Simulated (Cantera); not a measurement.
Charge: 1 mol MgO, a varied amount of HF, 4.3 mol N2, equilibrated at 1075 K and 3.08 Torr.

These are equilibrium values from Cantera (NASA tables, ideal gas, pure condensed phases), not measurements of a reactor. Candidate condensed phases: H2O, Mg, MgF2, MgO, Mg(OH)2; 50 gas species. Mutual solubility and eutectic melting of coexisting phases are not modelled. Kinetics and transport are ignored.

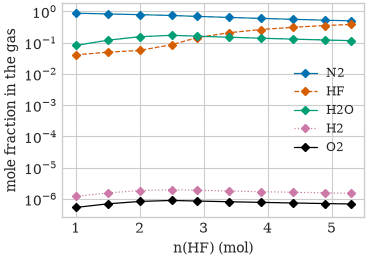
Fig. 1. Equilibrium gas composition (values under 1e-9 drawn at 1e-9)

From 1 mol HF to 2 mol HF the condensed part is MgF2(s) + MgO(s). From 2.5 mol HF to 5.3 mol HF the condensed part is MgF2(s). The main Mg-bearing gas is MgF2 throughout.
